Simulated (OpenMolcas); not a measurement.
# Run report: C$_{10}$H$_{22}$S, excited-state calculation (part 3 of 3)

Continued. System: C$_{10}$H$_{22}$S (1-Decanethiol), SMILES CCCCCCCCCCS. Method: CASSCF/ANO-XS-VDZ, DKH2 (OpenMolcas 26.06). The geometry comes from this level: GFN2-xTB.

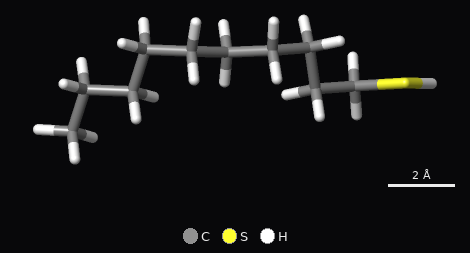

**Figure 1.** The structure (stick view, seen at a tilt).

Output, continued
```
                H25     H26     H27     H28     H29     H30     H31     H32     H33
      Total    0.8365  0.8437  0.8463  0.8168  0.8352  0.8110  0.7874  0.7795  0.9320

      N-E      0.1635  0.1563  0.1537  0.1832  0.1648  0.1890  0.2126  0.2205  0.0680

      Total electronic charge=   98.000000

      Total            charge=   -0.000000
--

      Expectation values of various properties for root number:  1
      -----------------------------------------------------------

++    Molecular properties:
      ---------------------

      Charge (e):
                      =   -0.0000
      Dipole Moment (debye):
      Origin of the operator (angstrom)=    0.0295   -0.7870   -0.3876
                   X= -1.2200E+00               Y=  4.0503E-01               Z=  1.4150E+00           Total=  1.9117E+00
      Quadrupole Moment (debye*angstrom):
      Origin of the operator (angstrom)=    0.0295   -0.7870   -0.3876
                  XX= -8.2604E+01              XY=  6.1018E+00              XZ=  1.1083E+00              YY= -8.3789E+01
                  YZ= -6.2569E+00              ZZ= -8.8331E+01
      In traceless form (debye*angstrom)
                  XX=  3.4554E+00              XY=  9.1526E+00              XZ=  1.6625E+00              YY=  1.6788E+00
                  YZ= -9.3853E+00              ZZ= -5.1342E+00
--

      LoProp population analysis for root number:  1
      -----------------------------------------------

++    LoProp analysis:
      ----------------

++    Static properties:
      ------------------

      LoProp Charges per center

                   C1       C2       C3       C4       C5       C6       C7       C8       C9       C10
      Nuclear      6.0000   6.0000   6.0000   6.0000   6.0000   6.0000   6.0000   6.0000   6.0000   6.0000
      Electronic  -6.3758  -6.2125  -6.2205  -6.2187  -6.2177  -6.2228  -6.2173  -6.2234  -6.2198  -6.2897

      Total       -0.3758  -0.2125  -0.2205  -0.2187  -0.2177  -0.2228  -0.2173  -0.2234  -0.2198  -0.2897

                   S11      H12      H13      H14      H15      H16      H17      H18      H19      H20
      Nuclear     16.0000   1.0000   1.0000   1.0000   1.0000   1.0000   1.0000   1.0000   1.0000   1.0000
      Electronic -16.0560  -0.8789  -0.8753  -0.8794  -0.8885  -0.8884  -0.8919  -0.8906  -0.8882  -0.8910

      Total       -0.0560   0.1211   0.1247   0.1206   0.1115   0.1116   0.1081   0.1094   0.1118   0.1090

                   H21      H22      H23      H24      H25      H26      H27      H28      H29      H30
      Nuclear      1.0000   1.0000   1.0000   1.0000   1.0000   1.0000   1.0000   1.0000   1.0000   1.0000
      Electronic  -0.8906  -0.8886  -0.8927  -0.8890  -0.8868  -0.8893  -0.8909  -0.8813  -0.8837  -0.8751

      Total        0.1094   0.1114   0.1073   0.1110   0.1132   0.1107   0.1091   0.1187   0.1163   0.1249

                   H31      H32      H33
      Nuclear      1.0000   1.0000   1.0000
      Electronic  -0.8720  -0.8681  -0.9457

      Total        0.1280   0.1319   0.0543
--

      Natural Bond Order analysis for root number:  1

++    Natural Bond Order analysis
      ---------------------------
      Based on LoProp computed density
      -------------------------------------------------------------------------------------
      Atom A       Atom B       Bond Order
      -------------------------------------------------------------------------------------
      NBO located      1.007 non-bonded electrons on atom C1
      NBO located      1.006 non-bonded electrons on atom C2
      NBO located      1.005 non-bonded electrons on atom C3
      NBO located      1.006 non-bonded electrons on atom C4
      NBO located      1.006 non-bonded electrons on atom C5
      NBO located      1.005 non-bonded electrons on atom C6
      NBO located      1.006 non-bonded electrons on atom C7
      NBO located      1.006 non-bonded electrons on atom C8
      NBO located      1.005 non-bonded electrons on atom C9
      NBO located      1.003 non-bonded electrons on atom C10
      NBO located      0.998 non-bonded electrons on atom S11
      NBO located      0.999 non-bonded electrons on atom S11
      NBO located      1.000 non-bonded electrons on atom S11
      NBO located      1.000 non-bonded electrons on atom S11
      NBO located      1.000 non-bonded electrons on atom S11
      The remaining   41.863 electrons are to be considered as diffuse
--

--

      Von Neumann Entropy (Root   2) =  1.19147

      Mulliken population analysis for root number:  2
      -----------------------------------------------

++    Molecular charges:
      ------------------

      Mulliken charges per centre
      ---------------------------

                C1      C2      C3      C4      C5      C6      C7      C8      C9      C10     S11     H12
      Total    6.4594  6.3192  6.3163  6.3135  6.3116  6.3297  6.3118  6.3179  6.3014  6.5316 15.7135  0.8460

      N-E     -0.4594 -0.3192 -0.3163 -0.3135 -0.3116 -0.3297 -0.3118 -0.3179 -0.3014 -0.5316  0.2865  0.1540

                H13     H14     H15     H16     H17     H18     H19     H20     H21     H22     H23     H24
      Total    0.8385  0.8468  0.8441  0.8444  0.8481  0.8373  0.8392  0.8468  0.8460  0.8392  0.8498  0.8238

      N-E      0.1615  0.1532  0.1559  0.1556  0.1519  0.1627  0.1608  0.1532  0.1540  0.1608  0.1502  0.1762

                H25     H26     H27     H28     H29     H30     H31     H32     H33
      Total    0.8364  0.8438  0.8470  0.8256  0.8373  0.8135  0.7919  0.7892  1.2393

      N-E      0.1636  0.1562  0.1530  0.1744  0.1627  0.1865  0.2081  0.2108 -0.2393

      Total electronic charge=   98.000000

      Total            charge=   -0.000000
--

      Expectation values of various properties for root number:  2
      -----------------------------------------------------------

++    Molecular properties:
      ---------------------

      Charge (e):
                      =   -0.0000
      Dipole Moment (debye):
      Origin of the operator (angstrom)=    0.0295   -0.7870   -0.3876
                   X=  6.5761E-03               Y=  2.1187E+00               Z=  9.1980E-01           Total=  2.3097E+00
      Quadrupole Moment (debye*angstrom):
      Origin of the operator (angstrom)=    0.0295   -0.7870   -0.3876
                  XX= -8.4076E+01              XY= -3.1391E+00              XZ=  1.0062E+00              YY= -1.0490E+02
                  YZ= -6.5141E+00              ZZ= -8.6598E+01
      In traceless form (debye*angstrom)
                  XX=  1.1672E+01              XY= -4.7087E+00              XZ=  1.5093E+00              YY= -1.9562E+01
                  YZ= -9.7711E+00              ZZ=  7.8900E+00
--

      LoProp population analysis for root number:  2
      -----------------------------------------------

++    LoProp analysis:
      ----------------

++    Static properties:
      ------------------

      LoProp Charges per center

                   C1       C2       C3       C4       C5       C6       C7       C8       C9       C10
      Nuclear      6.0000   6.0000   6.0000   6.0000   6.0000   6.0000   6.0000   6.0000   6.0000   6.0000
      Electronic  -6.3758  -6.2125  -6.2205  -6.2187  -6.2177  -6.2229  -6.2177  -6.2267  -6.2244  -6.3076

      Total       -0.3758  -0.2125  -0.2205  -0.2187  -0.2177  -0.2229  -0.2177  -0.2267  -0.2244  -0.3076

                   S11      H12      H13      H14      H15      H16      H17      H18      H19      H20
      Nuclear     16.0000   1.0000   1.0000   1.0000   1.0000   1.0000   1.0000   1.0000   1.0000   1.0000
      Electronic -15.7070  -0.8789  -0.8753  -0.8794  -0.8885  -0.8884  -0.8919  -0.8906  -0.8882  -0.8910

      Total        0.2930   0.1211   0.1247   0.1206   0.1115   0.1116   0.1081   0.1094   0.1118   0.1090

                   H21      H22      H23      H24      H25      H26      H27      H28      H29      H30
      Nuclear      1.0000   1.0000   1.0000   1.0000   1.0000   1.0000   1.0000   1.0000   1.0000   1.0000
      Electronic  -0.8906  -0.8886  -0.8927  -0.8890  -0.8868  -0.8893  -0.8912  -0.8846  -0.8848  -0.8751

      Total        0.1094   0.1114   0.1073   0.1110   0.1132   0.1107   0.1088   0.1154   0.1152   0.1249

                   H31      H32      H33
      Nuclear      1.0000   1.0000   1.0000
      Electronic  -0.8695  -0.8702  -1.2639

      Total        0.1305   0.1298  -0.2639
--

      Natural Bond Order analysis for root number:  2

++    Natural Bond Order analysis
      ---------------------------
      Based on LoProp computed density
      -------------------------------------------------------------------------------------
      Atom A       Atom B       Bond Order
      -------------------------------------------------------------------------------------
      NBO located      1.007 non-bonded electrons on atom C1
      NBO located      1.006 non-bonded electrons on atom C2
      NBO located      1.005 non-bonded electrons on atom C3
      NBO located      1.006 non-bonded electrons on atom C4
      NBO located      1.006 non-bonded electrons on atom C5
      NBO located      1.005 non-bonded electrons on atom C6
      NBO located      1.006 non-bonded electrons on atom C7
      NBO located      1.005 non-bonded electrons on atom C8
      NBO located      1.005 non-bonded electrons on atom C9
      NBO located      0.997 non-bonded electrons on atom C10
      NBO located      0.992 non-bonded electrons on atom S11
      NBO located      0.998 non-bonded electrons on atom S11
      NBO located      1.000 non-bonded electrons on atom S11
      NBO located      1.000 non-bonded electrons on atom S11
      NBO located      1.000 non-bonded electrons on atom S11
      The remaining   40.152 electrons are to be considered as diffuse
--

--

      Von Neumann Entropy (Root   3) =  1.23338

      Mulliken population analysis for root number:  3
      -----------------------------------------------

++    Molecular charges:
      ------------------

      Mulliken charges per centre
      ---------------------------

                C1      C2      C3      C4      C5      C6      C7      C8      C9      C10     S11     H12
      Total    6.4594  6.3192  6.3163  6.3135  6.3116  6.3295  6.3112  6.3202  6.2921  6.7339 15.7799  0.8460

      N-E     -0.4594 -0.3192 -0.3163 -0.3135 -0.3116 -0.3295 -0.3112 -0.3202 -0.2921 -0.7339  0.2201  0.1540

                H13     H14     H15     H16     H17     H18     H19     H20     H21     H22     H23     H24
      Total    0.8385  0.8468  0.8441  0.8444  0.8481  0.8373  0.8392  0.8468  0.8460  0.8392  0.8498  0.8244

      N-E      0.1615  0.1532  0.1559  0.1556  0.1519  0.1627  0.1608  0.1532  0.1540  0.1608  0.1502  0.1756

                H25     H26     H27     H28     H29     H30     H31     H32     H33
      Total    0.8364  0.8437  0.8464  0.8197  0.8373  0.8168  0.7770  0.7680  1.0172

      N-E      0.1636  0.1563  0.1536  0.1803  0.1627  0.1832  0.2230  0.2320 -0.0172

      Total electronic charge=   98.000000

      Total            charge=   -0.000000
--

      Expectation values of various properties for root number:  3
      -----------------------------------------------------------

++    Molecular properties:
      ---------------------

      Charge (e):
                      =   -0.0000
      Dipole Moment (debye):
      Origin of the operator (angstrom)=    0.0295   -0.7870   -0.3876
                   X= -2.8038E-01               Y=  2.0412E-01               Z=  2.8978E-01           Total=  4.5194E-01
      Quadrupole Moment (debye*angstrom):
      Origin of the operator (angstrom)=    0.0295   -0.7870   -0.3876
                  XX= -8.3012E+01              XY=  1.8487E+00              XZ=  2.5161E+00              YY= -8.5718E+01
                  YZ= -3.8730E+00              ZZ= -8.6889E+01
      In traceless form (debye*angstrom)
                  XX=  3.2913E+00              XY=  2.7731E+00              XZ=  3.7741E+00              YY= -7.6773E-01
                  YZ= -5.8095E+00              ZZ= -2.5236E+00
--

      LoProp population analysis for root number:  3
      -----------------------------------------------

++    LoProp analysis:
      ----------------

++    Static properties:
      ------------------

      LoProp Charges per center

                   C1       C2       C3       C4       C5       C6       C7       C8       C9       C10
      Nuclear      6.0000   6.0000   6.0000   6.0000   6.0000   6.0000   6.0000   6.0000   6.0000   6.0000
      Electronic  -6.3758  -6.2125  -6.2206  -6.2187  -6.2178  -6.2231  -6.2173  -6.2241  -6.2206  -6.5258

      Total       -0.3758  -0.2125  -0.2206  -0.2187  -0.2178  -0.2231  -0.2173  -0.2241  -0.2206  -0.5258

                   S11      H12      H13      H14      H15      H16      H17      H18      H19      H20
      Nuclear     16.0000   1.0000   1.0000   1.0000   1.0000   1.0000   1.0000   1.0000   1.0000   1.0000
      Electronic -15.7634  -0.8789  -0.8753  -0.8794  -0.8885  -0.8884  -0.8919  -0.8906  -0.8882  -0.8910

      Total        0.2366   0.1211   0.1247   0.1206   0.1115   0.1116   0.1081   0.1094   0.1118   0.1090

                   H21      H22      H23      H24      H25      H26      H27      H28      H29      H30
      Nuclear      1.0000   1.0000   1.0000   1.0000   1.0000   1.0000   1.0000   1.0000   1.0000   1.0000
      Electronic  -0.8906  -0.8887  -0.8927  -0.8894  -0.8868  -0.8893  -0.8909  -0.8827  -0.8862  -0.8829

      Total        0.1094   0.1113   0.1073   0.1106   0.1132   0.1107   0.1091   0.1173   0.1138   0.1171

                   H31      H32      H33
      Nuclear      1.0000   1.0000   1.0000
      Electronic  -0.8601  -0.8572  -1.0108

      Total        0.1399   0.1428  -0.0108
--

      Natural Bond Order analysis for root number:  3

++    Natural Bond Order analysis
      ---------------------------
      Based on LoProp computed density
      -------------------------------------------------------------------------------------
      Atom A       Atom B       Bond Order
      -------------------------------------------------------------------------------------
      NBO located      1.007 non-bonded electrons on atom C1
      NBO located      1.006 non-bonded electrons on atom C2
      NBO located      1.005 non-bonded electrons on atom C3
      NBO located      1.006 non-bonded electrons on atom C4
      NBO located      1.006 non-bonded electrons on atom C5
      NBO located      1.005 non-bonded electrons on atom C6
      NBO located      1.006 non-bonded electrons on atom C7
      NBO located      1.005 non-bonded electrons on atom C8
      NBO located      1.005 non-bonded electrons on atom C9
      NBO located      0.995 non-bonded electrons on atom C10
      NBO located      0.942 non-bonded electrons on atom S11
      NBO located      0.967 non-bonded electrons on atom S11
      NBO located      1.000 non-bonded electrons on atom S11
      NBO located      0.999 non-bonded electrons on atom S11
      NBO located      0.999 non-bonded electrons on atom S11
      NBO located      0.999 non-bonded electrons on atom S11
      The remaining   38.639 electrons are to be considered as diffuse
--

--

      Average orbitals are written to the RASORB file
      Natural orbitals for root   1 are written to the RASORB.1 file
      Natural orbitals for root   2 are written to the RASORB.2 file
      Natural orbitals for root   3 are written to the RASORB.3 file
      Spin density orbitals for root   1 are written to the SPDORB.1 file
      Spin density orbitals for root   2 are written to the SPDORB.2 file
      Spin density orbitals for root   3 are written to the SPDORB.3 file

--- Stop Module: rasscf /rc=_RC_ALL_IS_WELL_ ---
           step2.RasOrb.3 step2.rasscf.h5 step2.SpdOrb.1 step2.SpdOrb.2 step2.SpdOrb.3 xmldump
--- Module rasscf spent 47 seconds ---

.##################.
.# Happy landing! #.
.##################.

    Timing: Wall=49.73 User=48.40 System=1.31
```

Summary

```json
{"quantity": "outcome", "value": "converged"}
{"quantity": "total energy", "value": "−790.062600 hartree"}
{"quantity": "CASSCF energy", "value": "−790.062600 hartree"}
{"quantity": "basis functions", "value": "147"}
{"quantity": "hardware", "value": "1 thread of Arm Neoverse V1, 24 GiB of memory available, shared host"}
{"quantity": "wall time", "value": "50 s"}
{"quantity": "peak memory", "value": "0.083 GiB"}
```

Notes

The record of the run, not the program, notes: an active orbital turned away from the chosen space.
